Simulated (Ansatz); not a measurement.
# UCCSD(T)/def2-SVPD run of CF3 (trifluoromethyl radical)

Aim: the energy change on altering one bond length of CF3 (trifluoromethyl radical) at UCCSD(T)/def2-SVPD, from 2 runs. 

Program for the calculation: Ansatz 0.2.0.

32 further runs of the same task are left out: 32 set aside as unsound or not needed.

**1. The structure to begin with**

CF3: 4 atoms, total charge 0, spin state doublet. SMILES: `F[C](F)F`. The shape is that of a PBE0-D4/def2-TZVP optimisation.

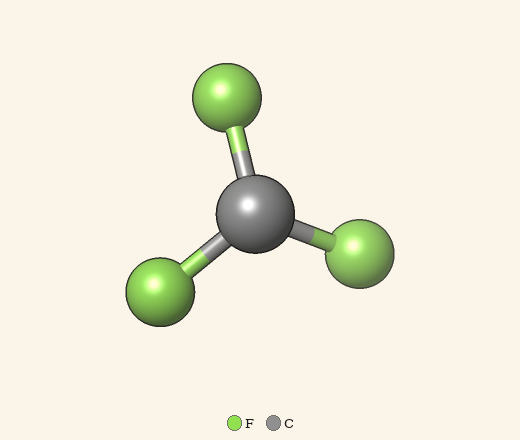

Viewed from a chosen angle; fluorine green, carbon grey.

**2. A single-point energy at UCCSD(T)/def2-SVPD**

File job.yaml:

```yaml
crystal:
  periodic: [false, false, false]
  atoms:
    - {symbol: F, position_ang: [-1.227500, 0.024900, 0.265400]}
    - {symbol: C, position_ang: [-0.039500, -0.059500, -0.286700]}
    - {symbol: F, position_ang: [0.658900, -1.044900, 0.227300]}
    - {symbol: F, position_ang: [0.608100, 1.079500, -0.205900]}
basis:
  gaussian:
    orbitals: def2-SVPD
magnetization:
  spin_polarized: true
  initial_magnetization: 1
correlation:
  method: ccsd_t
  frozen_orbitals: {C: 1, F: 1}
accuracy: high
scf:
  omitted_lower_state_checks: [cluster_reference, increment]
```

On the command line:

```bash
$ ansatz run job.yaml --threads 1 --pin off --max-ram 3480MiB --events-out events.jsonl --progress --plain --runs-dir runs
```

Log, shortened:

```text
Warning: RAYON_NUM_THREADS=1 ignored (pool sized by the plan → 1); use --threads N
Functional definition: HF
  name "HF"
[...]
1772 factors; integrals over basis functions are off by at most 3.1e-9 eV
[...]
mean field -9139.76688344 eV, -335.8802378099 hartree, gradient 5.9e-8 eV, S^2 0.753992; 0 other end points of the search recorded, 0 dependent functions left out
4 core orbitals not correlated: weight in the atoms' cores, before any rotation towards them, 1.000 or more for the frozen orbitals, at most 0.000 for the correlated occupied ones
reference -9139.76688344 eV, -335.8802378099 hartree; 13, 12 occupied and 72, 73 virtual orbitals, 1772 factors
second order -18.66234424 eV of doubles, -0.00000000 eV of singles
cycle   1  -18.42859869 eV  change    2.3e-1 eV  update   1.0e-1
[...]
cycle  20  -18.95754871 eV  change   -1.2e-9 eV  update   1.8e-9
perturbative correction -0.46184329 eV, -0.0169724279 hartree
Total energy: -9159.18627544 eV, -336.5938873030 hartree
Checks for a lower state left out: cluster_reference, increment
```

Run time: 74 s. Hardware: 1 thread of Arm Neoverse V1, shared host; peak memory 1.1 GiB.

**3. The distorted shape**

File job.yaml:

```yaml
crystal:
  periodic: [false, false, false]
  atoms:
    - {symbol: F, position_ang: [-1.405656, 0.037557, 0.348194]}
    - {symbol: C, position_ang: [-0.039500, -0.059500, -0.286700]}
    - {symbol: F, position_ang: [0.658900, -1.044900, 0.227300]}
    - {symbol: F, position_ang: [0.608100, 1.079500, -0.205900]}
basis:
  gaussian:
    orbitals: def2-SVPD
correlation:
  method: ccsd_t
  frozen_orbitals: {C: 1, F: 1}
magnetization:
  spin_polarized: true
  initial_magnetization: 1
scf:
  omitted_lower_state_checks: [cluster_reference, increment]
accuracy: high
```

On the command line:

```bash
$ ansatz run job.yaml --threads 1 --pin off --max-ram 3480MiB --events-out events.jsonl --progress --plain --runs-dir runs
```

Log, shortened:

```text
Warning: RAYON_NUM_THREADS=1 ignored (pool sized by the plan → 1); use --threads N
[... 2 set-up lines as earlier in the session ...]
[...]
1779 factors; integrals over basis functions are off by at most 2.8e-9 eV
[...]
mean field -9138.97443638 eV, -335.8511159175 hartree, gradient 7.3e-8 eV, S^2 0.754847; 0 other end points of the search recorded, 0 dependent functions left out
4 core orbitals not correlated: weight in the atoms' cores, before any rotation towards them, 1.000 or more for the frozen orbitals, at most 0.000 for the correlated occupied ones
reference -9138.97443638 eV, -335.8511159175 hartree; 13, 12 occupied and 72, 73 virtual orbitals, 1779 factors
second order -18.98591641 eV of doubles, -0.00000000 eV of singles
cycle   1  -18.63962745 eV  change    3.5e-1 eV  update   1.1e-1
[...]
cycle  23  -19.24100578 eV  change  -2.5e-10 eV  update   1.2e-9
perturbative correction -0.51493526 eV, -0.0189235218 hartree
Total energy: -9158.73037742 eV, -336.5771333598 hartree
Checks for a lower state left out: cluster_reference, increment
```

Wall time 79 s (1 thread of Arm Neoverse V1, shared host); peak memory 1.1 GiB.

**4. Outcome**

Level: UCCSD(T)/def2-SVPD, 4 core orbitals frozen.

```
                                                         quantity          value
                                        first shape: total energy  -336.59389 Eh
         first shape: correlation energy (4 core orbitals frozen)     -713.6 mEh
                                      first shape: (T) correction     -16.97 mEh
                   first shape: ⟨S²⟩ of the reference determinant          0.754
                                       first shape: T1 diagnostic          0.016
                                    distorted shape: total energy  -336.57713 Eh
     distorted shape: correlation energy (4 core orbitals frozen)     -726.0 mEh
                                  distorted shape: (T) correction     -18.92 mEh
               distorted shape: ⟨S²⟩ of the reference determinant          0.755
                                   distorted shape: T1 diagnostic          0.018
energy change with the F1–C2 bond stretched from 1.313 to 1.510 Å       0.456 eV
```

With the F1–C2 bond stretched from 1.313 to 1.510 Å the energy rises by 0.46 eV (10.5 kcal/mol). The first shape isn't relaxed at this level, so the change isn't measured from a minimum. The triples (first shape) make up 2.4 % of the correlation energy. The triples (distorted shape) make up 2.6 % of the correlation energy.
